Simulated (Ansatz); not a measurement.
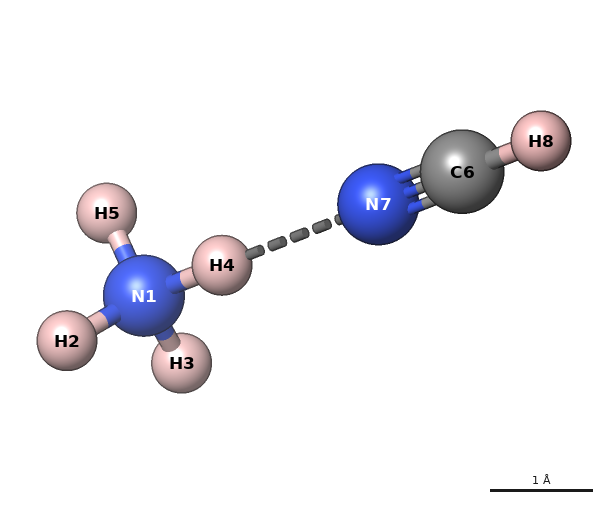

The picture comes from a calculation with Ansatz.

Broken lines mark hydrogen bonds. The species has charge +1 and is a spin singlet. Geometry: a pair of rigid molecules at a changed separation.

Tabulate the hydrogen bonds (donors O, N, F, S, Cl) with their geometry.

```csv
D–H···A,D–H (Å),H···A (Å),angle (°),kind
N1–H4···N7,1.06,2.13,180,intermolecular
```
